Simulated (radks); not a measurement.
S (charge +1.25): atomic calculation

System: S with charge +1.25 in the configuration [Ne] 3s2 3p2.75 (3p: 1.75 up, 1 down).
Method: non-relativistic Kohn-Sham, PBE, spin-polarised, spherical densities, point nucleus (the in-house radial solver radks).

**The program's output**
```
1s      1   1.0000         -88.67516153
2s      1   1.0000          -8.28679927
2p      1   3.0000          -6.30678813
3s      1   1.0000          -1.12925184
3p      1   1.7500          -0.72996376
1s      2   1.0000         -88.67092372
2s      2   1.0000          -8.28268797
2p      2   3.0000          -6.30104315
3s      2   1.0000          -1.09747564
3p      2   1.0000          -0.69985816
Etot -397.32079348429716
Ekin 396.8346894666876
Encl -937.8483413461756
Eh 168.66927410640903
Exc -24.97641571121825
err 1.816761649832781e-09
it 14
```

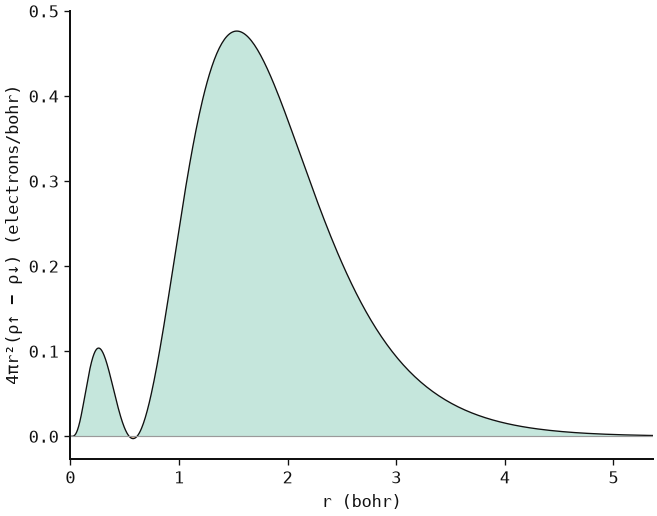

Figure 1. The radial spin density. The curve integrates to 0.75 unpaired electrons, held by 3p (+0.75). Its largest value, 0.476 electrons/bohr, lies near r = 1.5 bohr. Regions of the opposite sign are negligible. At the nucleus the spin density is −0.0602 bohr⁻³.

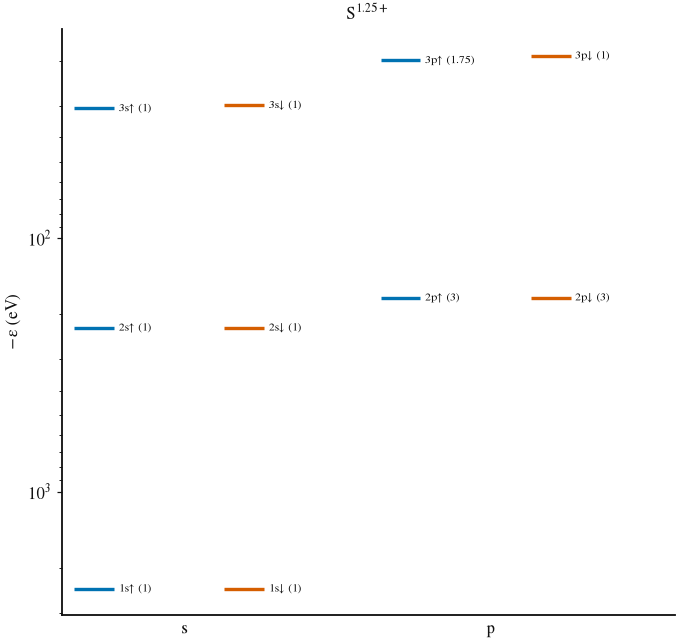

Figure 2. All occupied levels, on a logarithmic scale of binding energy, are drawn (occupations in brackets, up spins at the left of each column and down spins at the right). The highest occupied level is 3p down at −19.0 eV. The highest 6 occupied levels, from the top down, are 3p down (−19.0 eV), 3p up (−19.9 eV), 3s down (−29.9 eV), 3s up (−30.7 eV), 2p down (−171.5 eV), 2p up (−171.6 eV). The largest exchange splitting (down less up) among the shells drawn in both spins is that of 3s, 0.865 eV.

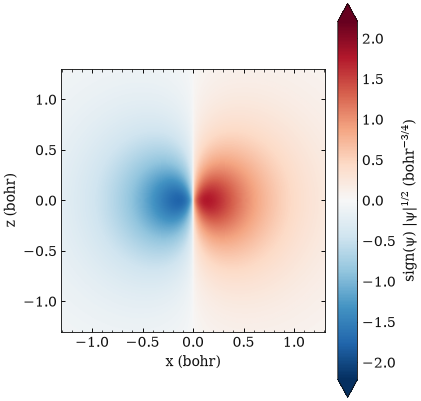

Figure 3. The 2p(x) orbital of down spin. In the xz plane through the nucleus, the colour gives the signed square root of ψ. The radial function comes from the spherical calculation and is multiplied by a real spherical harmonic; the overall sign is chosen so that the largest lobe of P(r) is positive. It has the nodal plane yz and no radial node. The maximum of P² lies at 0.326 bohr, ⟨r⟩ = 0.443 bohr, 90 % of the charge lies within 0.737 bohr, and the eigenvalue is −171.5 eV, with 3 electrons in the shell for this spin.

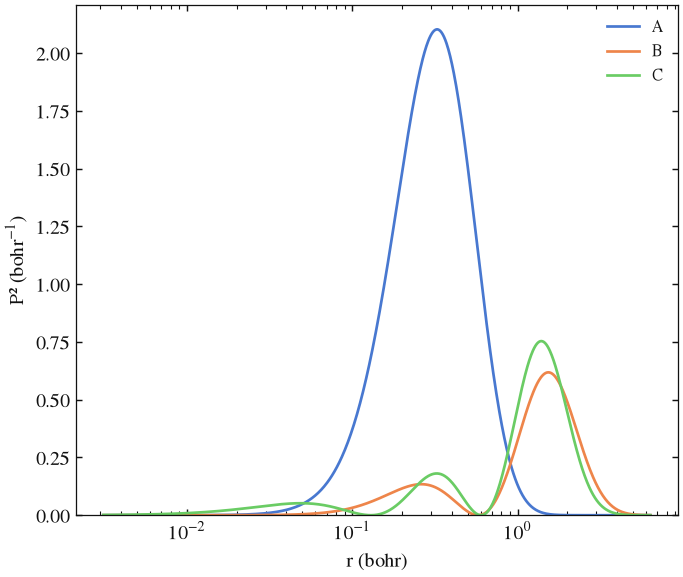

Figure 4. The radial probability densities P² of 3p up, 3s up and 2p up. A is 2p up; B is 3p up; C is 3s up. 2p up: outer maximum at 0.326 bohr, ⟨r⟩ = 0.443 bohr, 0 nodes, eigenvalue −171.6 eV; 3s up: outer maximum at 1.39 bohr, ⟨r⟩ = 1.63 bohr, 2 nodes, eigenvalue −30.7 eV; 3p up: outer maximum at 1.54 bohr, ⟨r⟩ = 1.85 bohr, 1 node, eigenvalue −19.9 eV.

**The input**
```
Z 16
configuration [Ne] 3s2 3p1.75 3p1
relativity non-relativistic
functional pbe,pbe
spin polarised
nucleus point
```

Energies in input and log are in hartree, lengths in bohr.

**Summary**

| quantity | value |
| --- | --- |
| outcome | converged |
| total energy | −397.320793 hartree |
| kinetic energy | 396.834689 hartree |
| electron–nucleus energy | −937.848341 hartree |
| Hartree energy | 168.669274 hartree |
| exchange–correlation energy | −24.976416 hartree |
| radius at density 0.001 e/bohr³ | 3.62 bohr |
| SCF iterations | 14 |
| hardware | 1 CPU thread, shared host |
